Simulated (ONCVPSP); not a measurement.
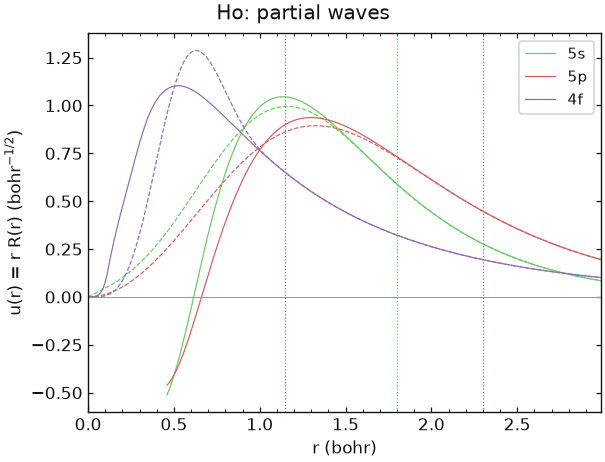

Fig. 1: Partial waves u(r) = r R(r), all-electron (solid) and pseudo (dashed). Dotted lines mark the matching radii. The innermost oscillations of some all-electron curves aren't drawn. Pseudo-waves: 5s has no node; 5p has no node; 4f has no node.

Pseudopotential generation for Ho

- system: holmium (Ho, Z = 67), core [Kr] 4d10, reference valence 4f11 5s2 5p6 (an ion of charge +2), valence charge 21.
- method: ONCV potential, PW91, scalar-relativistic, made with ONCVPSP 4.0.1

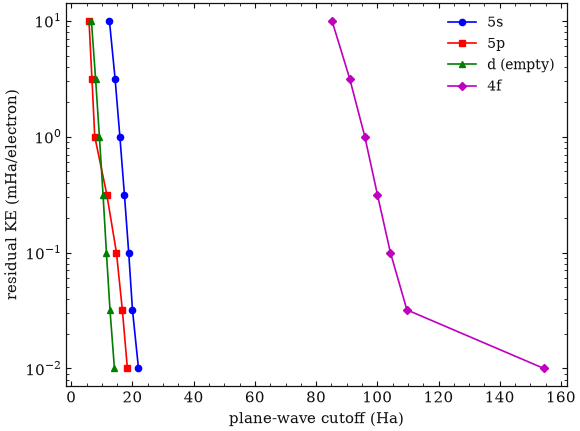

Fig. 2: Residual kinetic energy of the pseudo-waves (the first of each channel, and further valence shells) beyond the plane-wave cutoff, as the generator prints it.

- Cutoffs for 1 mHa per electron: 4f: 96 Ha; 5s: 16 Ha; d (empty): 9.2 Ha; 5p: 7.7 Ha.
- Cutoffs for the occupied states: 96 Ha for 1 mHa and 104 Ha for 0.1 mHa per electron. The first is set by 4f.
- Hardest wave at 1 mHa per electron: 4f, with rc = 1.15 bohr and qcut = 14.9 1/bohr. The optimisation minimises, but can't always remove, the kinetic energy above qcut²/2 = 111.0 Ha, and a larger rc would as a rule soften the wave at some cost in transferability. The potential isn't sound: its ghost test gives GHOST(-) flagged for s at -376.7 eV, d at -13.4 eV; GHOST(+) flagged for p at 62.2 eV, d at 52.6 eV.

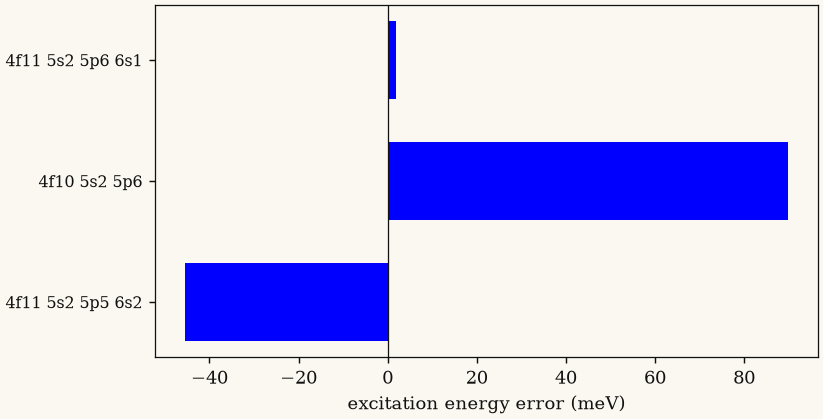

Fig. 3: Errors, all-electron minus pseudo, of the energies of valence configurations relative to the unpolarised reference 4f11 5s2 5p6. Not all tests gave a result: 1 of 4 tests not solved.

- Worst configuration: 4f10 5s2 5p6 (charge +3): the error is +90 meV on an all-electron energy of +26.06 eV relative to the reference, or 0.34 %.
- Configurations within 10 meV and within 50 meV: 1 and 2 of 3.
- Errors in meV: 4f11 5s2 5p6 6s1: +1.9; 4f10 5s2 5p6: +90; 4f11 5s2 5p5 6s2: -45.

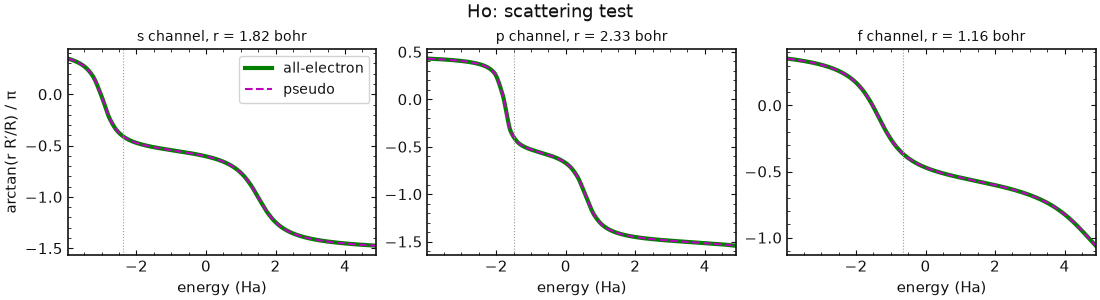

Fig. 4: Unwrapped phase arctan(r R′/R) in units of π against energy, all-electron (solid) and pseudo (dashed); the pseudo phase is matched to the all-electron one at the reference energy. Here R(r) is the radial function. The dotted line marks the reference energy of the channel. Not drawn: d: not judged, the stored energies step over a narrow level.

- Poles, where the radial function vanishes at the test radius: s: all-electron at -1.7 Ha, pseudo at -1.7 Ha; p: all-electron at -1.2 and 3.4 Ha, pseudo at -1.2 and 3.4 Ha; f: all-electron at 0.3 Ha, pseudo at 0.3 Ha.
- Range over which the phases agree within 0.05 rad: s: over the whole range drawn; p: over the whole range drawn; f: over the whole range drawn.

Input and output of the run follow.

### The input
```
# ATOM AND REFERENCE CONFIGURATION
# atsym  z   nc   nv     iexc    psfile
  Ho 67.00    9    3  -109134      upf
#
#   n    l    f
    1    0    2.00
    2    0    2.00
    2    1    6.00
    3    0    2.00
    3    1    6.00
    3    2   10.00
    4    0    2.00
    4    1    6.00
    4    2   10.00
    4    3   11.00
    5    0    2.00
    5    1    6.00
#
# PSEUDOPOTENTIAL AND OPTIMIZATION
# lmax
    3
#
#   l,   rc,      ep,       ncon, nbas, qcut
    0    1.80    0.00    4    8    6.50
    1    2.30    0.00    4    8    7.30
    2    1.85    0.33    4    8    5.40
    3    1.15    0.00    4    8   14.90
#
# LOCAL POTENTIAL
# lloc, lpopt,  rc(5),   dvloc0
    4    5    0.80    1.00
#
# VANDERBILT-KLEINMAN-BYLANDER PROJECTORs
# l, nproj, debl
    0    2    3.80
    1    3    1.40
    2    1    0.40
    3    2    3.80
#
# MODEL CORE CHARGE
# icmod, fcfact, rcfact
    1    0.70    0.00
#
# LOG DERIVATIVE ANALYSIS
# epsh1, epsh2, depsh
   -4.00    5.00    0.02
#
# OUTPUT GRID
# rlmax, drl
    6.00    0.01
#
# TEST CONFIGURATIONS
# ncnf
    4
# nvcnf
#   n    l    f
    4
    4    3   11.00
    5    0    2.00
    5    1    6.00
    6    0    2.00
#
    4
    4    3   11.00
    5    0    2.00
    5    1    6.00
    6    0    1.00
#
    3
    4    3   10.00
    5    0    2.00
    5    1    6.00
#
    4
    4    3   11.00
    5    0    2.00
    5    1    5.00
    6    0    2.00
#
```

Run as:
```bash
oncvpsp.x < Ho.dat > Ho.out
```

### The program's output (extracts)
```
ONCVPSP  (Optimized Norm-Conservinng Vanderbilt PSeudopotential)
scalar-relativistic version 4.0.1

#   n    l    f        energy (Ha)
    1    0    2.00    -2.0403356E+03
    2    0    2.00    -3.4171248E+02
    2    1    6.00    -3.0277722E+02
    3    0    2.00    -7.6719064E+01
    3    1    6.00    -6.4823262E+01
    3    2   10.00    -4.9734869E+01
    4    0    2.00    -1.5568615E+01
    4    1    6.00    -1.1654892E+01
    4    2   10.00    -6.3704129E+00
    4    3   11.00    -6.3851224E-01
    5    0    2.00    -2.3799480E+00
    5    1    6.00    -1.4760313E+00

Reference configufation results
  iterations    42
  all-electron total energy (Ha)   -1.26170820D+04

Begin loop to  construct optimized pseudo wave functions
and semi-local pseudopoentials for all angular momenta

   Wellstate for l =  0  n =  8
     eigenvalue =   1.4201
     asymptotic potential =   1.9201
     half-point radius =  4.4365

Calculating optimized projector #   1

 for l=   0

    Fraction of norm inside rc  0.886848
    Optimizing pswf for qcut=   6.51 a_B^-1,  ecut=  21.17 Ha
    Residual kinetic energy error=  1.09D-05 Ha

    Energy error per electron        Cutoff
         Ha          eV             Ha
         0.01000     0.27211       12.46
         0.00100     0.02721       15.88
         0.00010     0.00272       18.76
         0.00001     0.00027       21.97

Calculating optimized projector #   2

 for l=   0

    Fraction of norm inside rc  0.053111
    Optimizing pswf for qcut=   6.51 a_B^-1,  ecut=  21.17 Ha
    Residual kinetic energy error=  2.45D-05 Ha

    Energy error per electron        Cutoff
         Ha          eV             Ha
         0.01000     0.27211       11.53
         0.00100     0.02721       15.86
         0.00010     0.00272       19.30
         0.00001     0.00027       28.10

WARNING wellstate: negative energy specified for n= 6 l=  1
WARNING scattering state with energy  0.25000000
WARNING will be used for the first projector

   Wellstate for l =  1  n =  7
     eigenvalue =   0.2500
     asymptotic potential =   0.7500
     half-point radius =  5.7178

   Wellstate for l =  1  n =  8
     eigenvalue =   1.6500
     asymptotic potential =   2.1500
     half-point radius =  4.6404

Calculating optimized projector #   1

 for l=   1

    Fraction of norm inside rc  0.917832
    Optimizing pswf for qcut=   7.29 a_B^-1,  ecut=  26.58 Ha
    Residual kinetic energy error=  6.95D-09 Ha

    Energy error per electron        Cutoff
         Ha          eV             Ha
         0.01000     0.27211        5.79
         0.00100     0.02721        7.67
         0.00010     0.00272       14.76
         0.00001     0.00027       18.34

Calculating optimized projector #   2

 for l=   1

    Fraction of norm inside rc  0.086080
    Optimizing pswf for qcut=   7.29 a_B^-1,  ecut=  26.58 Ha
    Residual kinetic energy error=  1.10D-08 Ha

    Energy error per electron        Cutoff
         Ha          eV             Ha
         0.01000     0.27211        5.09
         0.00100     0.02721        7.56
         0.00010     0.00272       15.78
         0.00001     0.00027       19.51

Calculating optimized projector #   3

 for l=   1

    Fraction of norm inside rc  0.109612
    Optimizing pswf for qcut=   7.29 a_B^-1,  ecut=  26.58 Ha
    Residual kinetic energy error=  9.55D-08 Ha

    Energy error per electron        Cutoff
         Ha          eV             Ha
         0.01000     0.27211        5.94
         0.00100     0.02721       13.57
         0.00010     0.00272       18.57
         0.00001     0.00027       22.07

WARNING wellstate: moderately localized bound state found for n= 5 l=  2
WARNING scattering state with energy  0.05000000
WARNING will be used for the first projector

   Wellstate for l =  2  n =  6
     eigenvalue =   0.0500
     asymptotic potential =   0.5500
     half-point radius =  5.1875

Calculating optimized projector #   1

 for l=   2

    Fraction of norm inside rc  0.151435
    Optimizing pswf for qcut=   5.39 a_B^-1,  ecut=  14.53 Ha
    Residual kinetic energy error=  5.30D-06 Ha

    Energy error per electron        Cutoff
         Ha          eV             Ha
         0.01000     0.27211        6.57
         0.00100     0.02721        9.19
         0.00010     0.00272       11.48
         0.00001     0.00027       14.10

   Wellstate for l =  3  n =  6
     eigenvalue =   3.1615
     asymptotic potential =   3.6615
     half-point radius =  2.4767

Calculating optimized projector #   1

 for l=   3

    Fraction of norm inside rc  0.801484
    Optimizing pswf for qcut=  14.89 a_B^-1,  ecut= 110.78 Ha
    Residual kinetic energy error=  2.08D-05 Ha

    Energy error per electron        Cutoff
         Ha          eV             Ha
         0.01000     0.27211       85.17
         0.00100     0.02721       95.91
         0.00010     0.00272      104.27
         0.00001     0.00027      154.43

Calculating optimized projector #   2

 for l=   3

    Fraction of norm inside rc  0.052328
    Optimizing pswf for qcut=  14.89 a_B^-1,  ecut= 110.78 Ha
    Residual kinetic energy error=  4.66D-05 Ha

    Energy error per electron        Cutoff
         Ha          eV             Ha
         0.01000     0.27211       81.89
         0.00100     0.02721       96.05
         0.00010     0.00272      107.32
         0.00001     0.00027      181.42

Construct Vanderbilt / Kleinmman-Bylander projectors

B matrix Hermiticity error, ll=   0
   1   2    3.5924E-04

  Orthonormal projector coefficients  2.1059E+01  1.6373E+00

B matrix Hermiticity error, ll=   1
   1   2   -1.3745E-04
   1   3    2.4452E-04
   2   3    5.5774E-05

  Orthonormal projector coefficients  1.8089E+01  2.2910E+00  2.9672E-01

B matrix Hermiticity error, ll=   3
   1   2   -6.8349E-04

  Orthonormal projector coefficients -1.4945E+01 -5.9103E+00

Model core correction analysis
  based on d2Exc/dn_idn_j

d2excae - all-electron derivatives

   -1.921075D-02   -1.204738D-02   -9.054562D-03
   -1.204569D-02   -2.528679D-02   -2.207244D-02
   -9.053607D-03   -2.207874D-02   -2.231627D-02

d2excps - pseudofunction derivatives with no core correction

   -3.877178D-02   -1.749734D-02   -1.264823D-02
   -1.749574D-02   -2.622998D-02   -2.274749D-02
   -1.264736D-02   -2.275401D-02   -2.222753D-02

rms 2nd derivative error    7.224016E-03

Polynomial model core charge

d2excps - pseudofunction derivatives with core correction

   -2.208298D-02   -1.339632D-02   -1.023824D-02
   -1.339468D-02   -2.348222D-02   -2.091536D-02
   -1.023731D-02   -2.092165D-02   -2.100981D-02

rms 2nd derivative error    1.575235E-03

Pseudoatom total energy -166.420240

Diagnostic tests using Vanderbilt-Kleinman-Bylander pseudopotentials
  1 or more projectors used as specified by nproj input data

   l    rcore       rmatch      e in        delta e   norm test  slope test

   0   1.8026493   1.8573817  -2.3799480  -0.0000004   1.0001404   1.0001425
   0   1.8026493   1.8573817   1.4200520   0.0000569   1.0002704   1.0002704

   1   2.3037135   2.3736592  -1.4760313   0.0000001   1.0001100   1.0001127
   1   2.3037135   2.3736592   0.2500000   0.0000091   1.0001784   1.0001784
   1   2.3037135   2.3736592   1.6500000  -0.0000048   1.0002876   1.0002876

   2   1.8573817   1.9137758   0.0500000   0.0000051   1.0000028   1.0000028

   3   1.1509665   1.1859124  -0.6385122   0.0000080   1.0002986   1.0002693
   3   1.1509665   1.1859124   3.1614878   0.0002236   1.0004827   1.0004827

 Testing for bound ghosts
   n   l    E NL Schr. Eq   E Basis Diag.   E Cutoff

       0                      -13.841844     81.13  WARNING - GHOST(-)
   1   0       -2.379948       -2.379946     81.13

   2   1       -1.476031       -1.476028     74.75

       2                       -0.493560     75.07  WARNING - GHOST(-)

   4   3       -0.638504       -0.634215    293.52

 Testing for highly-localized positive-energy ghosts
       l    <radius>/rc     E Basis Diag.   E Cutoff

       1        0.166333        2.287570     74.75  WARNING - GHOST(+)

       2        0.784642        1.931991     75.07  WARNING - GHOST(+)

Test configuration 0

   n   l     f        eae           eps        diff
   1   0  2.0000-2040.33564631
   2   0  2.0000 -341.71247520
   2   1  6.0000 -302.77721702
   3   0  2.0000  -76.71906374
   3   1  6.0000  -64.82326239
   3   2 10.0000  -49.73486883
   4   0  2.0000  -15.56861480
   4   1  6.0000  -11.65489202
   4   2 10.0000   -6.37041291
   4   3 11.0000   -0.63851224   -0.63850424    8.01D-06
   5   0  2.0000   -2.37994800   -2.37994844   -4.48D-07
   5   1  6.0000   -1.47603126   -1.47603115    1.02D-07

    Total energies and differences
      AE_ref= -1.26170820D+04  AE_tst= -1.26170820D+04  dif=  0.00D+00
      PS_ref= -1.66420240D+02  PS_tst= -1.66420240D+02  dif=  6.82D-12
      PSP excitation error= -6.82D-12

Test configuration 1

sratom: WARNING failed to converge
run_config: WARNING  for AE atom,
 WARNING no output for configuration 2
run_config: WARNING self-consistency failed to converge

Test configuration 2

   n   l     f        eae           eps        diff
   1   0  2.0000-2040.05227852
   2   0  2.0000 -341.43094673
   2   1  6.0000 -302.49549608
   3   0  2.0000  -76.43961424
   3   1  6.0000  -64.54377581
   3   2 10.0000  -49.45519467
   4   0  2.0000  -15.28839415
   4   1  6.0000  -11.37438192
   4   2 10.0000   -6.08951092
   4   3 11.0000   -0.35734199   -0.35712159    2.20D-04
   5   0  2.0000   -2.09574851   -2.09591415   -1.66D-04
   5   1  6.0000   -1.19416005   -1.19431535   -1.55D-04
   6   0  1.0000   -0.32977529   -0.32982776   -5.25D-05

    Total energies and differences
      AE_ref= -1.26170820D+04  AE_tst= -1.26175176D+04  dif= -4.36D-01
      PS_ref= -1.66420240D+02  PS_tst= -1.66855842D+02  dif= -4.36D-01
      PSP excitation error=  7.03D-05

Test configuration 3

   n   l     f        eae           eps        diff
   1   0  2.0000-2041.00794934
   2   0  2.0000 -342.40443686
   2   1  6.0000 -303.46651025
   3   0  2.0000  -77.43632907
   3   1  6.0000  -65.54002348
   3   2 10.0000  -50.44935851
   4   0  2.0000  -16.27406889
   4   1  6.0000  -12.35527300
   4   2 10.0000   -7.06261520
   4   3 10.0000   -1.29317200   -1.28873088    4.44D-03
   5   0  2.0000   -2.94852005   -2.95039836   -1.88D-03
   5   1  6.0000   -2.00614126   -2.00848163   -2.34D-03

    Total energies and differences
      AE_ref= -1.26170820D+04  AE_tst= -1.26161244D+04  dif=  9.58D-01
      PS_ref= -1.66420240D+02  PS_tst= -1.65465877D+02  dif=  9.54D-01
      PSP excitation error=  3.30D-03

Test configuration 4

   n   l     f        eae           eps        diff
   1   0  2.0000-2040.26034178
   2   0  2.0000 -341.62690879
   2   1  6.0000 -302.69312188
   3   0  2.0000  -76.62266684
   3   1  6.0000  -64.72711975
   3   2 10.0000  -49.63947342
   4   0  2.0000  -15.47578975
   4   1  6.0000  -11.56344728
   4   2 10.0000   -6.28058650
   4   3 11.0000   -0.54463875   -0.54656610   -1.93D-03
   5   0  2.0000   -2.27950672   -2.28038690   -8.80D-04
   5   1  5.0000   -1.35968670   -1.36116463   -1.48D-03
   6   0  2.0000   -0.38901477   -0.38899645    1.83D-05

    Total energies and differences
      AE_ref= -1.26170820D+04  AE_tst= -1.26166012D+04  dif=  4.81D-01
      PS_ref= -1.66420240D+02  PS_tst= -1.65937765D+02  dif=  4.82D-01
      PSP excitation error= -1.67D-03
```

### Summary

- outcome: generated, with a ghost state
- cutoffs needed: 96 Ha and 104 Ha (the cutoffs at which the residual kinetic energy of the hardest occupied pseudo-wave falls to 1 and 0.1 mHa per electron)
- ghost test: GHOST(-) flagged for s at -376.7 eV, d at -13.4 eV; GHOST(+) flagged for p at 62.2 eV, d at 52.6 eV
- configuration tests: 1 of 4 tests not solved
- rms error of d²Exc/dni dnj: 7.22 mHa without and 1.58 mHa with the model core
- largest excitation error among the tests solved: +90 meV (all-electron minus pseudo) for 4f10 5s2 5p6
- range over which the phases arctan(r R′/R) at the test radius agree within 0.05 rad (a looser test near the poles than one of phase shifts): s: over the whole range computed; p: over the whole range computed; f: over the whole range computed; d: not judged, the stored energies step over a narrow level
- hardware: 1 CPU thread, shared host
- wall time: 5.4 s

### Remarks

The potential has a bound ghost state, so it can't be used as it stands. Warnings of the program, in the generation or the tests: wellstate: moderately localized bound state found for n= 5 l= 2; wellstate: negative energy specified for n= 6 l= 1.
